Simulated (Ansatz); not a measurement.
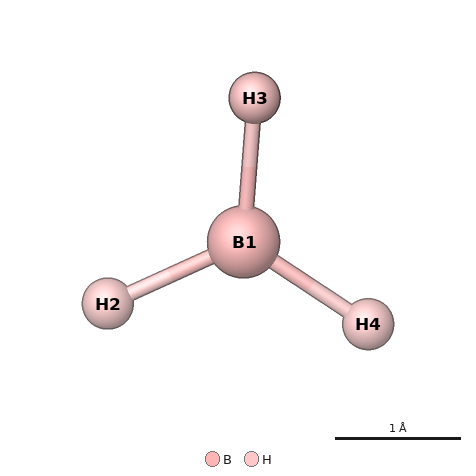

The picture comes from a calculation with Ansatz.

Orthographic view. Atoms fade into the background with distance from the viewer. State: charge +1, doublet. Geometry: a fixed input geometry, not necessarily a minimum.

Write a Z-matrix (Å, degrees) in the order of the atom numbers, with these reference atoms: 2 to 1; 3 to 1, 2; 4 to 1, 3, 2.

```
B  
H    1   1.207
H    1   1.206   2   120.0
H    1   1.207   3   120.0   2   180.0
```
